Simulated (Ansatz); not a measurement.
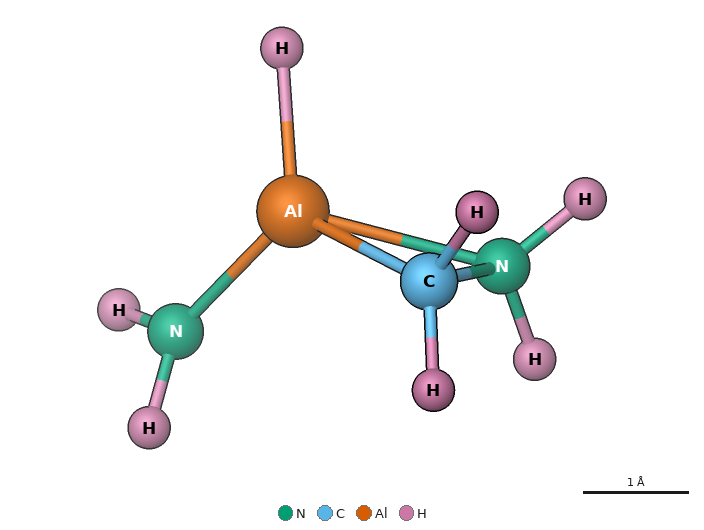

Atoms fade into the background with distance from the viewer. The computed structure is the end point of a PBE-D4/def2-SVP optimisation. No frequency run is at hand to confirm it as a minimum. Masses are those of the most abundant isotopes; constants are for the rigid equilibrium geometry.

What kind of rotor is it, and what are its rotational constants in GHz?

An asymmetric top (C1): A = 11.5, B = 3.54, C = 3.50 GHz. Ray's parameter κ is −0.99, close to the prolate limit.
